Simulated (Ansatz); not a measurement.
# FH3Si3: what the fields show

```xyz
7

F    -3.2116   -1.1052   -2.7112
Si   -2.0640   -2.2458   -2.5300
Si   -0.0440   -1.6844   -1.7724
Si    0.1642   -3.1158   -3.4798
H    -2.7640   -3.4999   -2.9410
H    -0.7011   -4.2133   -4.0286
H     1.3641   -3.0260   -4.3687
```

Geometry: PBE0-D3(BJ)/def2-SVP.

All numbers below come from isolated molecule in a Gaussian basis; Kohn-Sham density functional theory, functional PBE0 (Ansatz 0.2.0).

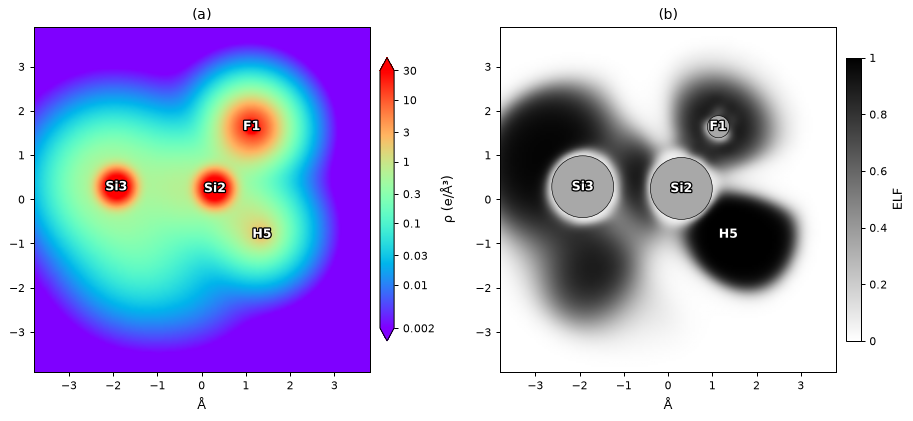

Figure 1. (a) electron density; (b) ELF on the plane of atoms F1, Si2 and Si3. Grey discs cover the atomic cores in the ELF map.

> What do the fields say about this system?

- The section cuts through F, Si and H sites.
- Si–F (1.63 Å): the density is about 1.1 e/Å³ at the midpoint; the ELF peaks at about 0.85 in the valence shell of F, 0.6 Å from its nucleus, and is about 0.50 at the midpoint.
- Si–Si (2.23 Å): ρ at the midpoint is about 0.62 e/Å³; the ELF peaks at about 0.85 between the atoms (localised, covalent bonding).
- Si–H (1.49 Å): ρ is about 0.82 e/Å³ halfway; the ELF climbs to about 1 towards the hydrogen, as it does in any bond to H.
- The ELF also peaks beside Si3 and F1, away from the bonds: lone-pair regions.

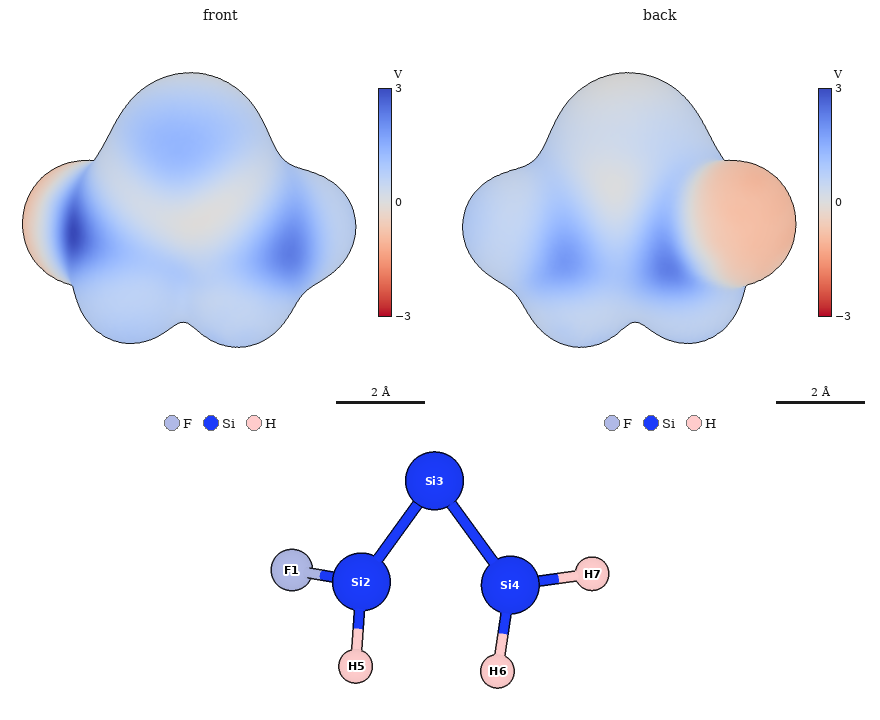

Figure 2. The electrostatic potential painted on the density surface at 0.004 e/bohr³, seen from the front and from behind; the colour scale runs from red (negative) to blue (positive). The bare structure is drawn below in the same view.

> Where is the surface potential most negative and most positive?

The most negative region (about −0.9 V) lies over F1, the most positive (about +2.7 V) over Si2.

> How polar is the molecule by this calculation?

Its dipole moment is 1.62 D.

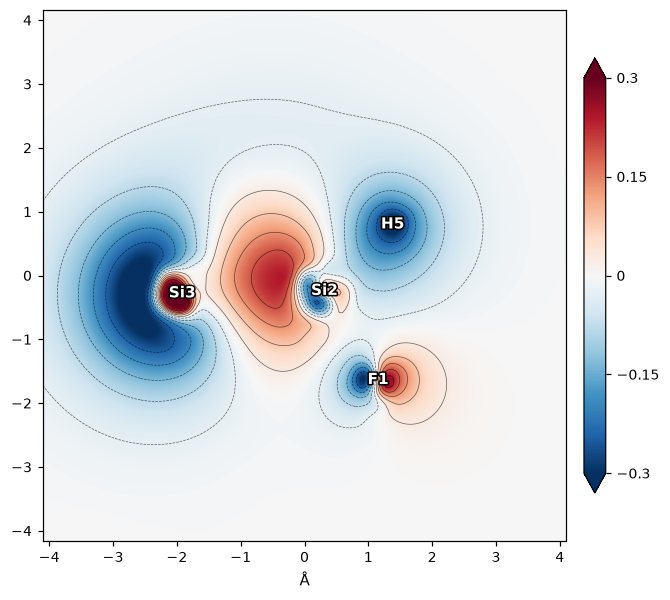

Figure 3. The HOMO−1 on the plane of atoms F1, Si2 and H5 (values in Å⁻³ᐟ²; the overall sign is arbitrary).

> Where does this orbital lie, and at what energy?

It lies mainly on Si3 (about 55 %), Si2 (about 15 %) and Si4 (about 15 %). Its energy is −7.93 eV.
